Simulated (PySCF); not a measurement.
**NMR shielding calculation, with input and output: C3H12SSi3**

The run: NMR shielding calculation of C3H12SSi3. Method and program: GIAO PBE0/pcSseg-1 NMR shielding, non-relativistic, gas phase (PySCF 2.14.0).

The geometry comes from this level: GFN2-xTB. It belongs to a series of runs on one base structure; here: H on Si replaced by SSiH3. Figures and captions count atoms from 1; the log counts them from 0 in places.

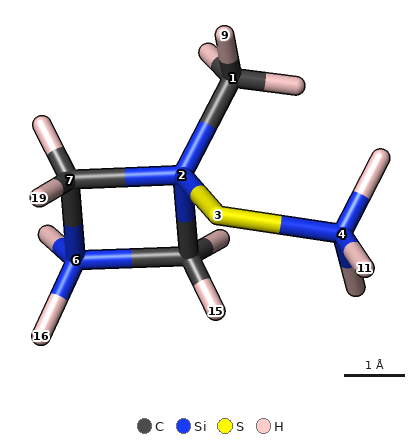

*The structure as given in the input (stick view, seen at a tilt; atoms are numbered from 1 in the order of the input).*

Bond lengths as drawn: C–H 1.08 to 1.09 Å, C–Si 1.90 to 1.92 Å, H–Si 1.45 to 1.46 Å and S–Si 2.13 to 2.18 Å.

### Key numbers

- outcome: converged
- total energy: −1387.560478 hartree
- HOMO: −7.10 eV
- LUMO: 0.07 eV
- dipole moment: 1.85 D
- isotropic shielding, C: 180.2 to 181.4 ppm
- isotropic shielding, Si: 315.6 to 413.9 ppm
- isotropic shielding, S: 764.2 ppm
- isotropic shielding, H: 26.9 to 31.3 ppm
- hardware: 1 CPU thread, shared host
- wall time: 2.2 min
- peak memory: 0.93 GiB

### Input
```
{"job": {"kind": "nmr", "xc": "PBE0", "basis": "pcSseg-1"}, "charge": 0, "multiplicity": 1}
C      0.402450     2.069092     0.262910
Si    -0.128618     0.264413     0.519249
S      1.407549    -0.832815     1.603588
Si     3.074153    -0.757521     0.273153
C     -0.751407    -0.662765    -1.041168
Si    -2.464847    -0.971535    -0.231213
C     -1.833018    -0.056235     1.331019
H     -0.417956     2.658191    -0.132731
H      0.717858     2.518136     1.199541
H      1.232273     2.138318    -0.434165
H      4.064329    -1.596536     0.924482
H      3.524485     0.624518     0.140627
H      2.673112    -1.273882    -1.031027
H     -0.777163    -0.061774    -1.945616
H     -0.203631    -1.569837    -1.281128
H     -2.793983    -2.380909    -0.031012
H     -3.554820    -0.274428    -0.917125
H     -2.386120     0.842552     1.586398
H     -1.794449    -0.667733     2.227085
```

The first line tells a small driver script what to run in PySCF; the rest is the geometry in Å.

Launch command:
```bash
OMP_NUM_THREADS=1 python <driver script> task.json out
```

### Log
```
coarse grid: 17200 points
cycle   1  E = -1387.4325292861  dE =  3.795e-01  |g| = 5.767e-01  |ddm| = 3.968e+00
cycle   2  E = -1387.4000729953  dE =  3.246e-02  |g| = 6.658e-01  |ddm| = 1.211e+00
cycle   3  E = -1387.5182870527  dE = -1.182e-01  |g| = 5.910e-02  |ddm| = 7.309e-01
cycle   4  E = -1387.5191151398  dE = -8.281e-04  |g| = 2.868e-02  |ddm| = 1.162e-01
cycle   5  E = -1387.5193338064  dE = -2.187e-04  |g| = 2.623e-03  |ddm| = 3.646e-02
cycle   6  E = -1387.5193351607  dE = -1.354e-06  |g| = 7.925e-04  |ddm| = 4.463e-03
final grid: 145616 points
cycle   7  E = -1387.5604608254  dE = -2.730e-05  |g| = 8.303e-03  |ddm| = 2.631e-02
cycle   8  E = -1387.5604488137  dE =  1.201e-05  |g| = 1.049e-02  |ddm| = 1.979e-02
cycle   9  E = -1387.5604782611  dE = -2.945e-05  |g| = 6.237e-04  |ddm| = 1.232e-02
cycle  10  E = -1387.5604783621  dE = -1.010e-07  |g| = 2.135e-04  |ddm| = 1.164e-03
cycle  11  E = -1387.5604783739  dE = -1.182e-08  |g| = 3.871e-05  |ddm| = 2.577e-04
cycle  12  E = -1387.5604783743  dE = -3.515e-10  |g| = 1.462e-05  |ddm| = 6.829e-05
```

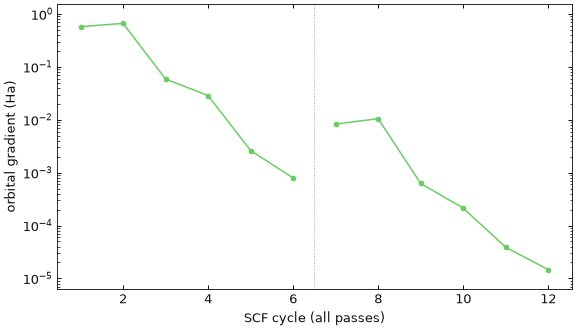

*Convergence of the self-consistent field: orbital gradient against the SCF cycle. The dotted line marks the change from a coarse to the final integration grid.*

The first 6 cycles use a coarse grid, the final grid takes over at cycle 7, and the field converges after 12 cycles in all.

```
converged SCF energy = -1387.5604783743

GIAO shielding tensors (ppm)
atom      isotropic    diamagn.    paramagn.     s11        s22        s33       span
  0 C      181.392     255.936     -74.543    169.956    181.303    192.918     22.962
  1 Si     315.633     881.179    -565.547    293.670    308.207    345.021     51.351
  2 S      764.171    1061.605    -297.434    684.511    743.891    864.112    179.601
  3 Si     413.874     880.219    -466.345    378.562    405.027    458.034     79.471
  4 C      180.242     259.317     -79.075    161.942    176.341    202.445     40.503
  5 Si     395.230     880.860    -485.630    367.304    391.128    427.259     59.955
  6 C      180.611     259.866     -79.255    157.859    180.750    203.225     45.366
  7 H       31.285      31.984      -0.699     26.617     29.024     38.212     11.595
  8 H       31.292      30.917       0.375     26.937     28.939     38.000     11.063
  9 H       31.043      32.838      -1.794     26.327     29.895     36.908     10.581
 10 H       27.129      28.731      -1.602     23.066     24.497     33.823     10.757
 11 H       27.101      29.719      -2.619     22.527     25.889     32.886     10.359
 12 H       27.141      30.348      -3.206     22.929     26.322     32.173      9.245
 13 H       31.059      33.345      -2.286     27.016     28.548     37.613     10.597
 14 H       30.881      33.388      -2.507     26.433     29.432     36.778     10.344
 15 H       26.937      29.342      -2.406     23.953     24.263     32.595      8.643
 16 H       26.998      29.438      -2.441     23.929     24.447     32.617      8.688
 17 H       30.928      31.582      -0.654     26.823     28.047     37.914     11.091
 18 H       30.791      31.740      -0.949     26.353     28.795     37.225     10.872
```

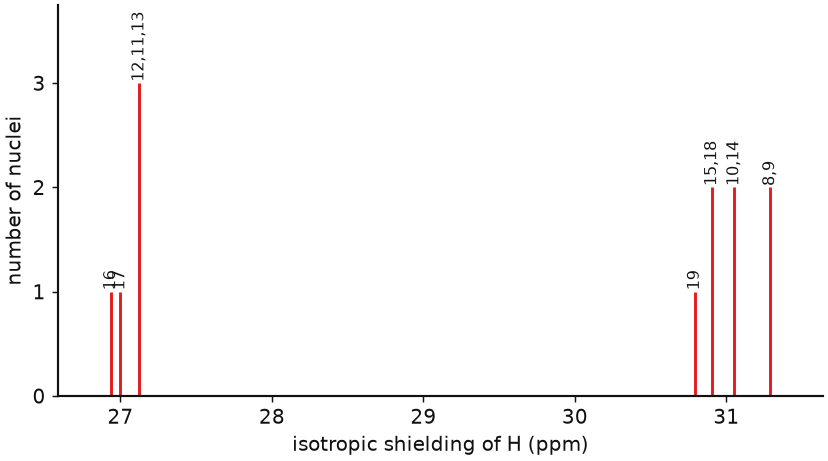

*Isotropic shieldings of the hydrogen nuclei in this fixed geometry, labelled by atom number; shielding grows to the right, so chemical shift grows to the left.*

The least shielded is H16 (26.9 ppm), the most shielded H9 (31.3 ppm).

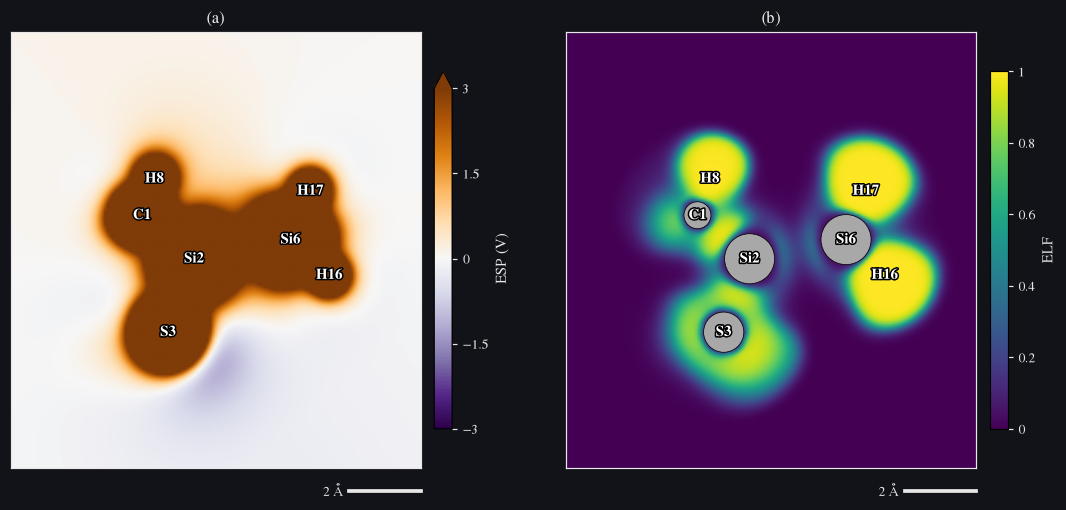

*(a) electrostatic potential; (b) electron localisation function on the plane of atoms H16, Si6 and H17. Grey discs, where drawn, cover atomic cores.*

Atoms in the plane: C, Si, S and H. C–Si (1.90 Å): the ELF peaks at about 0.95 between the atoms, which marks a shared electron pair. Si–S (2.18 Å): the ELF peaks at about 0.90 between the atoms, as expected for localised, shared-pair bonding. Si–H (1.46 Å): the ELF climbs to about 1 towards the hydrogen.

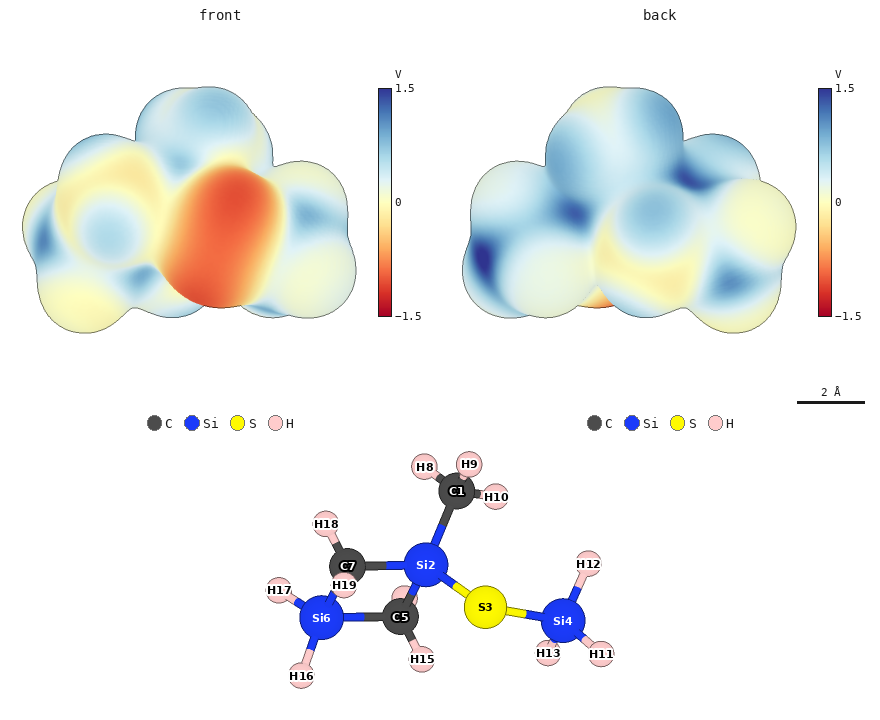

*The electrostatic potential painted on the density surface at 0.002 e/bohr³, seen face on and from behind; the colour scale runs from red (negative) to blue (positive). The bare structure is drawn below in the same view.*

Its dipole moment is 1.85 D.

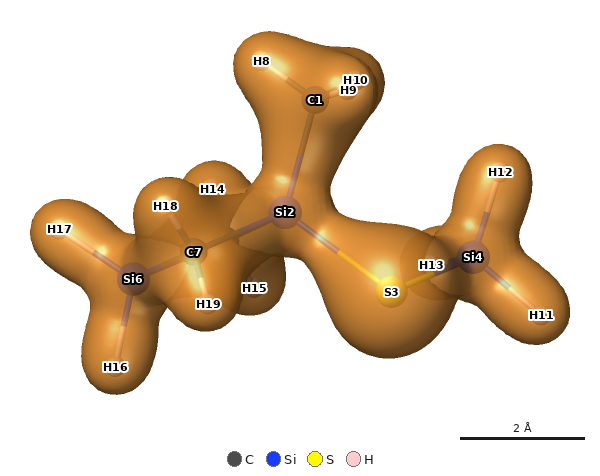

*Isosurface of the electron density at 0.4 e/Å³ (orange), seen at a tilt.*

At this value the surface is in one piece. On the grid the lowest density along these lines, outside the cores, is 0.79 e/Å³ (C–Si, 1.90 Å), 0.65 e/Å³ (Si–S, 2.13 Å), 1.8 e/Å³ (C–H, 1.08 Å) and 0.61 e/Å³ (Si–S, 2.18 Å).
